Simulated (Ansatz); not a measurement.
B₂FGaH₄ (SMILES [BH2][Ga]([BH2])[F])

```xyz
8

B    -0.8216    1.7454    0.3402
Ga   -0.2649   -0.1489   -0.3405
B     1.2010   -1.5776    0.0743
F    -1.3600   -0.7084   -1.6560
H    -0.3685    2.7612   -0.1560
H    -1.6006    1.8893    1.2654
H     2.2757   -1.5761   -0.4986
H     1.0310   -2.4420    0.9154
```

Level of theory: RKS PBE-D4/def2-SVP in Ansatz.

Q: What will maps of the electron density and electron localisation function show?

A: Ga–F (1.80 Å): ρ at the midpoint is about 0.75 e/Å³; the ELF peaks at about 0.80 in the valence shell of F, 0.5 Å from its nucleus, and is about 0.15 at the midpoint.
Ga–B (2.09 Å): the density is about 0.67 e/Å³ at the midpoint; the ELF peaks at about 0.95 in the valence shell of B, 0.8 Å from its nucleus, and is about 0.75 at the midpoint.

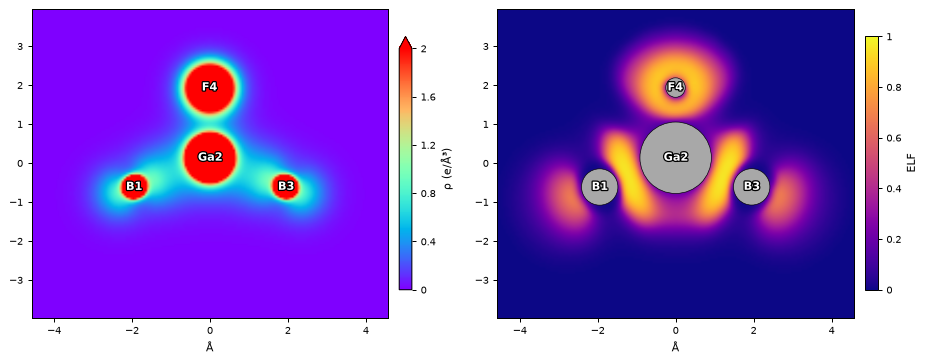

Computed electron density and electron localisation function on the plane of atoms B1, Ga2 and B3, in this order. Grey discs cover the atomic cores in the ELF map. 
